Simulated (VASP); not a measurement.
Band structure of Y2CN2O2 (space group P-3m1). These are r2SCAN meta-GGA, VASP's PBE PAW potentials (set 64) (plane waves; VASP) values and carry that method's errors.

The path is coarsely sampled, so an indirect gap can come out somewhat too large.

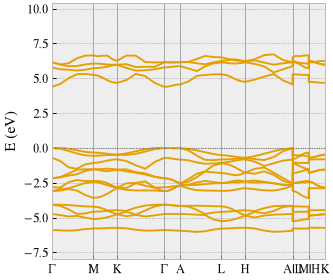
Figure. Bands along high-symmetry lines, zero at the valence-band maximum or, without a gap, the Fermi level

Question: Read the plot: is there a gap, and where are the band edges?

Answer: The gap is indirect, 4.39 eV, from the valence maximum at Γ-M at 0.20 to the conduction minimum at Γ.

The structure comes from a computed database's Y2CN2O2 entry (P-3m1); how it stands against other phases isn't given here. It was relaxed first.
